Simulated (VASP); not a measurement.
## Nickel with r2SCAN: from relaxation to properties

Aim: relax Nickel, then compute properties on the relaxed cell. The steps: magnetic order: ferromagnetic, magnetic order: antiferromagnetic, q = (0, 0, 1/2), magnetic order: antiferromagnetic, q = (1/2, 1/2, 0), the orders side by side, first try, full relaxation (r2SCAN), second relaxation, single point with fields (r2SCAN), bands along the symmetry lines (r2SCAN), density of states (r2SCAN), volume scan with r2SCAN and fit for r2SCAN. Left out of this account: 1 further run (core levels: core levels are not valid at this level). The start is a cell from a database of measured crystal structures.

Method: r2SCAN, spin-polarised from a ferromagnetic start (one magnetic atom a cell); plane waves and PAW (Ni), in the first sound run; inputs show where later runs differ, in VASP 6.6.1.

## (1) The structure

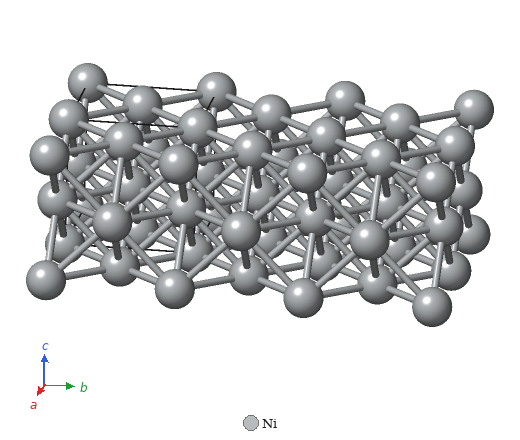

The starting structure, seen slightly off an axis (nickel light grey). 2×3×1 cells are drawn. This picture shows the conventional cell, with its axes. Some periodic images of atoms are drawn too.

## (2) Magnetic order: ferromagnetic

The properties of a magnet depend on its order, so a few collinear patterns are compared first on the cell as listed, beginning with all moments parallel. r2SCAN adds the kinetic-energy density, costs more than a GGA and is run with LASPH.

INCAR

```
SYSTEM = Ni
PREC = Accurate
ENCUT = 400
EDIFF = 1E-06
NELM = 100
ISMEAR = 1
SIGMA = 0.2
LREAL = .FALSE.
ALGO = Normal
METAGGA = R2SCAN
LASPH = .TRUE.
NBANDS = 12
ISPIN = 2
MAGMOM = 1
LMAXMIX = 4
LORBIT = 11
LWAVE = .FALSE.
LCHARG = .FALSE.
KPAR = 4
ISIF = 2
```

POSCAR

```
Ni
1.0
    0.0000000000      1.7619350000      1.7619350000
    1.7619350000      0.0000000000      1.7619350000
    1.7619350000      1.7619350000      0.0000000000
Ni
1
Direct
    0.0000000000      0.0000000000      0.0000000000
```

KPOINTS

```
Automatic mesh
0
Gamma
11 11 11
0 0 0
```

The projector-augmented-wave data sets are Ni (PBE family, release 64).

Started as:

```sh
$ mpirun -np 4 vasp_std
```

The program printed:

```text
[banner, memory and clock lines left out]
running    4 mpi-ranks, on    1 nodes
 distrk:  each k-point on    1 cores,    4 groups
 distr:  one band on    1 cores,    1 groups

 POSCAR found type information on POSCAR Ni
 POSCAR found :  1 types and       1 ions
|                                                                             |
|               ----> ADVICE to this user running VASP <----                  |
|                                                                             |
|     You enforced a specific xc type in the INCAR file but a different       |
|     [... a line on the potential file left out ...]
|     I HOPE YOU KNOW WHAT YOU ARE DOING!                                     |
|                                                                             |

 LDA part: xc-table for (None), standard interpolation
 POSCAR, INCAR and KPOINTS ok, starting setup
 FFT: planning ... GRIDC
 FFT: planning ... GRID_SOFT
 FFT: planning ... GRID
 WAVECAR not read
 entering main loop
       N       E                     dE             d eps       ncg     rms          rms(c)
DAV:   1     0.190815245387E+02    0.19082E+02   -0.39530E+03  2828   0.905E+02
DAV:   2    -0.133046045574E+02   -0.32386E+02   -0.30578E+02  2880   0.158E+02
DAV:   3    -0.142863466752E+02   -0.98174E+00   -0.97619E+00  3120   0.311E+01
DAV:   4    -0.142946256607E+02   -0.82790E-02   -0.82777E-02  3128   0.251E+00
DAV:   5    -0.142947963433E+02   -0.17068E-03   -0.17068E-03  3228   0.342E-01    0.107E+01
DAV:   6    -0.124794022176E+02    0.18154E+01   -0.20567E+01  3476   0.633E+01    0.823E+00
DAV:   7    -0.119205691287E+02    0.55883E+00   -0.44051E+00  3340   0.235E+01    0.219E+00
DAV:   8    -0.119239203876E+02   -0.33513E-02   -0.35098E-02  2964   0.187E+00    0.119E+00
DAV:   9    -0.119226166770E+02    0.13037E-02   -0.28475E-03  3584   0.483E-01    0.477E-01
DAV:  10    -0.119224249959E+02    0.19168E-03   -0.71506E-03  3432   0.929E-01    0.936E-02
DAV:  11    -0.119226002871E+02   -0.17529E-03   -0.60567E-04  3604   0.291E-01    0.638E-02
DAV:  12    -0.119226390072E+02   -0.38720E-04   -0.34040E-05  3376   0.625E-02    0.505E-02
DAV:  13    -0.119227299045E+02   -0.90897E-04   -0.33636E-04  3208   0.195E-01    0.188E-02
DAV:  14    -0.119227421502E+02   -0.12246E-04   -0.13205E-05  3516   0.356E-02    0.677E-03
DAV:  15    -0.119227337653E+02    0.83850E-05   -0.10306E-05  2936   0.327E-02    0.691E-03
DAV:  16    -0.119227432147E+02   -0.94494E-05   -0.69321E-06  2464   0.276E-02    0.219E-03
DAV:  17    -0.119227416350E+02    0.15797E-05   -0.48946E-08  1456   0.268E-03    0.418E-04
DAV:  18    -0.119227418724E+02   -0.23733E-06   -0.74892E-09  1440   0.113E-03
   1 F= -.11922742E+02 E0= -.11921571E+02  d E =-.351264E-02  mag=     0.7550
```

It took 7 s on 4 MPI ranks of Intel Xeon 6975P-C (Granite Rapids), shared host; peak memory 0.48 GiB.

The logs omit lines about the potential files and the build; timing stands in the text.

OUTCAR, selected parts (step 2):

```text
ion  position               nearest neighbor table
   1  0.000  0.000  0.000-

  LATTYP: Found a face centered cubic cell.
 ALAT       =     3.5238700000

 Subroutine GETGRP returns: Found 48 space group operations
 (whereof 48 operations were pure point group operations)

The static configuration has the point symmetry O_h .

 Found     56 irreducible k-points:

   k-points           NKPTS =     56   k-points in BZ     NKDIM =     56   number of bands    NBANDS=     12

   dimension x,y,z NGX =    16 NGY =   16 NGZ =   16
   dimension x,y,z NGXF=    32 NGYF=   32 NGZF=   32

   ENCUT  =  400.0 eV  29.40 Ry    5.42 a.u.   4.06  4.06  4.06*2*pi/ulx,y,z

   NELECT =      10.0000    total number of electrons

 k-points in reciprocal lattice and weights: Automatic mesh
   0.00000000  0.00000000  0.00000000       0.001
   0.09090909  0.00000000  0.00000000       0.006
   0.18181818  0.00000000  0.00000000       0.006
   0.27272727  0.00000000  0.00000000       0.006
   0.36363636  0.00000000  0.00000000       0.006
   0.45454545  0.00000000  0.00000000       0.006
   0.09090909  0.09090909  0.00000000       0.005
   0.18181818  0.09090909  0.00000000       0.018
   0.27272727  0.09090909  0.00000000       0.018
[...]
-0.36363636  0.45454545  0.18181818       0.018
  -0.27272727  0.45454545  0.18181818       0.018

 average (electrostatic) potential at core
       1 -87.4683

 E-fermi :   9.2577

 spin component 1
 k-point     1 :       0.0000    0.0000    0.0000
  band No.  band energies     occupation
    ...
      2       6.2815      1.00000
      3       6.2815      1.00000
      4       6.2815      1.00000
      5       7.5725      1.00000
      6       7.5725      1.00000
      7      33.7451      0.00000
      8      37.8386      0.00000
      9      37.8386      0.00000
     10      37.8389      0.00000
     11      40.4363      0.00000
    ...

 k-point     2 :       0.0909    0.0000    0.0000
  band No.  band energies     occupation
    ...
      2       6.2044      1.00000
      3       6.3505      1.00000
      4       6.3505      1.00000
      5       7.5451      1.00000
      6       7.5451      1.00000
      7      32.2187      0.00000
      8      35.2396      0.00000
      9      37.0481      0.00000
     10      37.0483      0.00000
     11      41.5927      0.00000
    ...

 k-point     3 :       0.1818    0.0000    0.0000
  band No.  band energies     occupation
    ...
      2       6.0411      1.00000
      3       6.4894      1.00000
      4       6.4896      1.00000
      5       7.5254      1.00000
      6       7.5255      1.00000
      7      27.5867      0.00000
      8      34.4131      0.00000
      9      36.0027      0.00000
     10      36.0028      0.00000
     11      42.0181      0.00000
    ...

 k-point     4 :       0.2727    0.0000    0.0000
  band No.  band energies     occupation
    ...
      2       6.0432      1.00000
      3       6.5323      1.00000
      4       6.5326      1.00000
      5       7.6601      1.00000
      6       7.6604      1.00000
      7      22.8254      0.00000
      8      33.6003      0.00000
      9      35.2746      0.00000
     10      35.2747      0.00000
     11      40.6388      0.00000
    ...

 k-point     5 :       0.3636    0.0000    0.0000
  band No.  band energies     occupation
    ...
      2       6.4544      1.00000
      3       6.4547      1.00000
      4       6.8370      1.00000
      5       7.9242      1.00000
      6       7.9245      1.00000
      7      18.5573      0.00000
      8      32.7573      0.00000
      9      34.8909      0.00000
     10      34.8914      0.00000
     11      38.7243      0.00000
    ...

 k-point     6 :       0.4545    0.0000    0.0000
  band No.  band energies     occupation
    ...
      2       6.3796      1.00000
      3       6.3798      1.00000
      4       8.1206      1.00000
      5       8.1210      1.00000
      6       8.4640      1.00000
      7      15.3811      0.00000
      8      32.2454      0.00000
      9      34.7768      0.00000
     10      34.7778      0.00000
     11      37.6115      0.00000
    ...

  Total       -0.5323386     -0.5323386     -0.5323386      0.0000000     -0.0000000      0.0000000
  in kB      -77.9648637    -77.9648637    -77.9648637      0.0000000     -0.0000000      0.0000000
  external PRESSURE =     -77.9648637 kB  Pullay stress =       0.0000000 kB

  energy-cutoff  :      400.00
  volume of cell :       10.94
      direct lattice vectors                 reciprocal lattice vectors
     0.000000000  1.761935000  1.761935000    -0.283778914  0.283778914  0.283778914
     1.761935000  0.000000000  1.761935000     0.283778914 -0.283778914  0.283778914
     1.761935000  1.761935000  0.000000000     0.283778914  0.283778914 -0.283778914

 POSITION                                       TOTAL-FORCE (eV/Angst)
 -----------------------------------------------------------------------------------
      0.00000      0.00000      0.00000         0.000000     -0.000000      0.000000
 -----------------------------------------------------------------------------------
    total drift:                                0.000000      0.000000      0.000000

  FREE ENERGIE OF THE ION-ELECTRON SYSTEM (eV)
  ---------------------------------------------------
  free  energy   TOTEN  =       -11.9227418724 eV

  energy  without entropy=      -11.9192292308  energy(sigma->0) =      -11.92157099

 total charge
# of ion       s       p       d       tot
------------------------------------------
    1        0.513   0.517   8.301   9.331

 magnetization (x)
# of ion       s       p       d       tot
------------------------------------------
    1       -0.010  -0.042   0.830   0.778

[... 6 further parts left out ...]
```

The k-mesh is coarse for a metal. SCAN-type functionals tend to overstate the moments of itinerant magnets. The PAW data sets were made with PBE, which is usual practice but a small mismatch for other functionals. At this level the cell is under a tension of 7.8 GPa, so at these settings it is away from equilibrium.

This step gave:

```
SCF cycles                                        : 18
electrons                                         : 10
bands                                             : 12
irreducible k-points                              : 56
symmetry operations                               : 48
free energy (TOTEN)                               : -11.92 eV
energy at zero smearing                           : -11.92 eV
Fermi energy                                      : 9.258 eV
pressure                                          : -7.796 GPa
moment of the cell, from the last line of the log : 0.755 μB
metallic                                          : yes
```

Spin moment in the PAW sphere by atom:

```tsv
atom	spin moment in the PAW sphere (μB)
Ni1	0.778
```

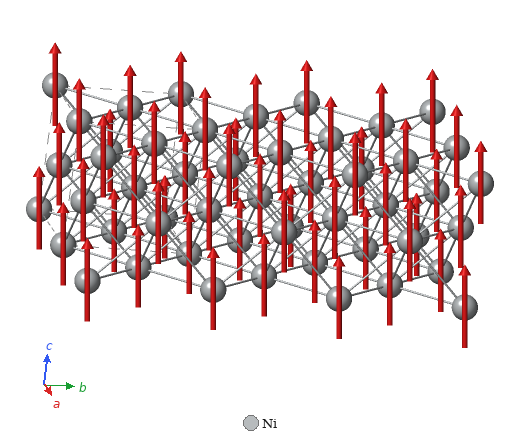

Spin moment in the PAW sphere as arrows, the longest 0.778 μB. Up and down stand for the sign. Arrows give size and sign along the axis of quantisation, drawn up and down the page. 2×3×1 conventional cells are drawn. Some periodic images of atoms are drawn too.

The run ends ferromagnetic with a largest moment of 0.78 μB, and the mesh shows no gap.

## (3) Magnetic order: antiferromagnetic, q = (0, 0, 1/2)

This step: r2SCAN, spin-polarised from an antiferromagnetic start; plane waves and PAW (Ni) (VASP 6.6.1).

System of this step: Nickel. It takes space group Fm-3m (No. 225, cubic). Conventional cell: a = 3.524 Å, b = 3.524 Å, c = 3.524 Å, α = 90.00°, β = 90.00°, γ = 90.00°. Nearest to Ni lie 12 Ni at 2.49 Å.

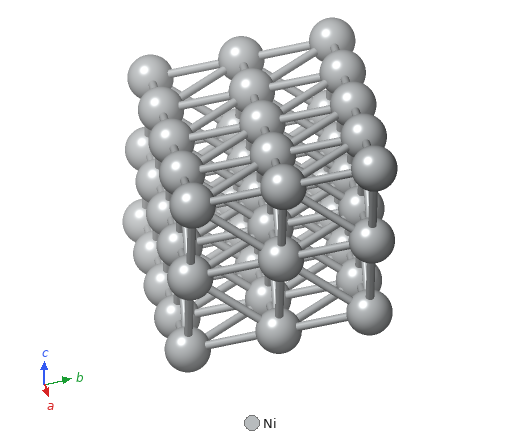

The cell of this step (nickel light grey). 4×2×1 cells are drawn. Some periodic images of atoms are drawn too.

Next, a pattern with opposite moments, which needs a doubled cell; q is given in the reciprocal vectors of the primitive cell.

Changes to INCAR since step 2:

```diff
@@ -11,5 +11,5 @@
 LASPH = .TRUE.
-NBANDS = 12
+NBANDS = 17
 ISPIN = 2
-MAGMOM = 1
+MAGMOM = 1 -1
 LMAXMIX = 4
```

POSCAR

```
Ni
1.0
    0.0000000000      1.7619350000      1.7619350000
    1.7619350000      0.0000000000      1.7619350000
    3.5238700000      3.5238700000      0.0000000000
Ni
2
Direct
    0.0000000000      0.0000000000      0.0000000000
    0.0000000000      0.0000000000      0.5000000000
```

KPOINTS is that of step 2.

Started as:

```sh
$ mpirun -np 4 vasp_std
```

The program printed:

```text
[banner, memory and clock lines left out]
running    4 mpi-ranks, on    1 nodes
 distrk:  each k-point on    1 cores,    4 groups
 distr:  one band on    1 cores,    1 groups

 POSCAR found type information on POSCAR Ni
 POSCAR found :  1 types and       2 ions
 [... a notice as in an earlier step ...]

 LDA part: xc-table for (None), standard interpolation
 POSCAR, INCAR and KPOINTS ok, starting setup
 FFT: planning ... GRIDC
 FFT: planning ... GRID_SOFT
 FFT: planning ... GRID
 WAVECAR not read
 entering main loop
       N       E                     dE             d eps       ncg     rms          rms(c)
DAV:   1     0.628460332002E+02    0.62846E+02   -0.81004E+03 10664   0.141E+03
DAV:   2    -0.256277353534E+02   -0.88474E+02   -0.83102E+02 10059   0.237E+02
DAV:   3    -0.283846625328E+02   -0.27569E+01   -0.27038E+01 11251   0.556E+01
DAV:   4    -0.284226100148E+02   -0.37947E-01   -0.37931E-01 12797   0.537E+00
DAV:   5    -0.284233461103E+02   -0.73610E-03   -0.73606E-03 11521   0.643E-01    0.147E+01
DAV:   6    -0.248268909175E+02    0.35965E+01   -0.16505E+01 10397   0.893E+01    0.112E+01
DAV:   7    -0.236707628132E+02    0.11561E+01   -0.35353E+00 11538   0.364E+01    0.295E+00
DAV:   8    -0.236863131125E+02   -0.15550E-01   -0.87965E-02 13038   0.416E+00    0.146E+00
DAV:   9    -0.236848725474E+02    0.14406E-02   -0.97457E-03 13699   0.138E+00    0.590E-01
DAV:  10    -0.236834854574E+02    0.13871E-02   -0.39495E-03 13957   0.132E+00    0.170E-01
DAV:  11    -0.236840603377E+02   -0.57488E-03   -0.15375E-03 13814   0.674E-01    0.114E-01
DAV:  12    -0.236841107710E+02   -0.50433E-04   -0.12185E-04 13386   0.190E-01    0.638E-02
DAV:  13    -0.236841597270E+02   -0.48956E-04   -0.22348E-04 14296   0.365E-01    0.216E-02
DAV:  14    -0.236841608489E+02   -0.11219E-05   -0.15982E-05 11300   0.531E-02    0.151E-02
DAV:  15    -0.236841588891E+02    0.19598E-05   -0.25913E-06  9415   0.345E-02    0.622E-03
DAV:  16    -0.236841597511E+02   -0.86207E-06   -0.19516E-06  5386   0.198E-02
   1 F= -.23684160E+02 E0= -.23686189E+02  d E =0.608735E-02  mag=     0.0000
```

The job ended after 32 s (4 MPI ranks; peak memory 0.61 GiB; 2.1 min of CPU time).

From OUTCAR (step 3):

```text
  LATTYP: Found a trigonal (rhomboedric) cell.
 ALAT       =     4.3158417100
 COS(alpha) =     0.8333333333

 Subroutine GETGRP returns: Found 12 space group operations
 (whereof 12 operations were pure point group operations)

The static configuration has the point symmetry D_3d.

 Found    146 irreducible k-points:

   k-points           NKPTS =    146   k-points in BZ     NKDIM =    146   number of bands    NBANDS=     17

   dimension x,y,z NGX =    16 NGY =   16 NGZ =   36
   dimension x,y,z NGXF=    32 NGYF=   32 NGZF=   72

   ENCUT  =  400.0 eV  29.40 Ry    5.42 a.u.   4.06  4.06  8.13*2*pi/ulx,y,z

   NELECT =      20.0000    total number of electrons

 E-fermi :   9.0134

 spin component 1
 k-point     1 :       0.0000    0.0000    0.0000
  band No.  band energies     occupation
    ...
      8       8.1368      1.00000
      9       8.1368      1.00000
     10       8.7704      1.03544
     11       8.8176      1.02280
     12       8.8179      1.02260
     13      15.2346      0.00000
     14      32.1013      0.00000
     15      33.6128      0.00000
     16      34.8994      0.00000
     17      34.8998      0.00000

 k-point     2 :       0.0909    0.0000    0.0000
  band No.  band energies     occupation
    ...
      7       7.2542      1.00000
      8       7.6768      1.00000
      9       8.0964      1.00000
     10       8.1433      1.00000
     11       8.8258      1.01745
     12      10.0782     -0.00000
     13      15.5394      0.00000
     14      30.4366      0.00000
     15      32.2097      0.00000
     16      32.7153      0.00000
    ...

 k-point     3 :       0.1818    0.0000    0.0000
  band No.  band energies     occupation
    ...
      7       7.3275      1.00000
      8       7.3822      1.00000
      9       8.0912      1.00000
     10       8.2592      1.00000
     11       8.8497      0.99459
     12      11.1313     -0.00000
     13      16.6011      0.00000
     14      26.8759      0.00000
     15      27.6884      0.00000
     16      29.9324      0.00000
    ...

 k-point     4 :       0.2727    0.0000    0.0000
  band No.  band energies     occupation
    ...
      7       7.2946      1.00000
      8       7.5673      1.00000
      9       8.3568      1.00002
     10       8.5785      1.00437
     11       8.9023      0.89910
     12      11.6972     -0.00000
     13      18.5650      0.00000
     14      22.9610      0.00000
     15      23.4425      0.00000
     16      27.5347      0.00000
    ...

  Total       -1.1178143     -1.1178143     -1.1178143      0.2096341     -0.2096341     -0.2096341
  in kB      -81.8560169    -81.8560169    -81.8560169     15.3512182    -15.3512182    -15.3512182
  external PRESSURE =     -81.8560169 kB  Pullay stress =       0.0000000 kB

  energy-cutoff  :      400.00
  volume of cell :       21.88
      direct lattice vectors                 reciprocal lattice vectors
     0.000000000  1.761935000  1.761935000    -0.283778914  0.283778914  0.283778914
     1.761935000  0.000000000  1.761935000     0.283778914 -0.283778914  0.283778914
     3.523870000  3.523870000  0.000000000     0.141889457  0.141889457 -0.141889457

 POSITION                                       TOTAL-FORCE (eV/Angst)
 -----------------------------------------------------------------------------------
      0.00000      0.00000      0.00000         0.000000      0.000000      0.000000
      1.76194      1.76194      0.00000        -0.000000     -0.000000     -0.000000
 -----------------------------------------------------------------------------------
    total drift:                                0.000000      0.000000     -0.000000

  FREE ENERGIE OF THE ION-ELECTRON SYSTEM (eV)
  ---------------------------------------------------
  free  energy   TOTEN  =       -23.6841597511 eV

  energy  without entropy=      -23.6902471015  energy(sigma->0) =      -23.68618887

 total charge
# of ion       s       p       d       tot
------------------------------------------
    1        0.509   0.508   8.318   9.335
    2        0.509   0.508   8.318   9.335
--------------------------------------------------
tot          1.018   1.016  16.636  18.671

 magnetization (x)
# of ion       s       p       d       tot
------------------------------------------
    1       -0.003  -0.003   0.573   0.568
    2        0.003   0.003  -0.573  -0.568
--------------------------------------------------
tot          0.000   0.000   0.000   0.000

[... 6 further parts left out ...]
```

At this level the cell is under a tension of 8.2 GPa, so at these settings it is away from equilibrium.

This step gave:

- SCF cycles: 16
- electrons: 20
- bands: 17
- irreducible k-points: 146
- symmetry operations: 12
- free energy (TOTEN): -23.68 eV
- energy at zero smearing: -23.69 eV
- Fermi energy: 9.013 eV
- pressure: -8.186 GPa

Spin moment in the PAW sphere by atom:

```tsv
atom	spin moment in the PAW sphere (μB)
Ni1	0.568
Ni2	-0.568
```

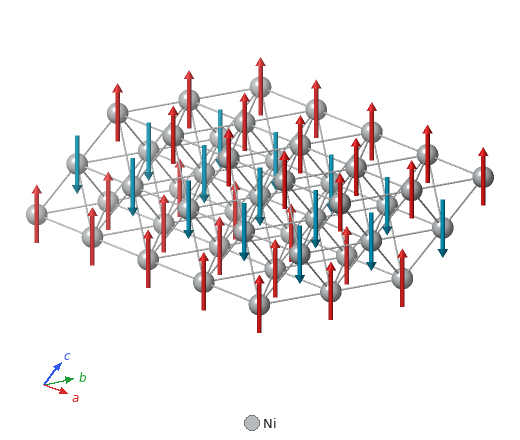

Spin moment in the PAW sphere as arrows, the longest 0.568 μB. Up and down stand for the sign. Arrows give size and sign along the axis of quantisation, drawn up and down the page. The two directions have two colours. 4×2×1 cells are drawn. Some periodic images of atoms are drawn too.

The energy lies +78.5 meV an atom from the first pattern. The run ends antiferromagnetic with a largest moment of 0.57 μB, and the mesh shows no gap.

(Part 1 of 6 ends here.)

[Lines on the potential files, build, host, timing and source positions are cut from VASP's logs without a mark.]

[Logs are printed without paths, hosts, clocks, repeated set-up lines and the standing remarks that a program may print on its own settings, such as how far it seeks lower states.]

[Hosts, paths, dates, database ids (printed as entryN), source tags and the programs' standing remarks are cut or masked in the printed files.]

[Measured values are set beside computed ones only where the two were judged alike; some that the calculation misses by far are left out.]
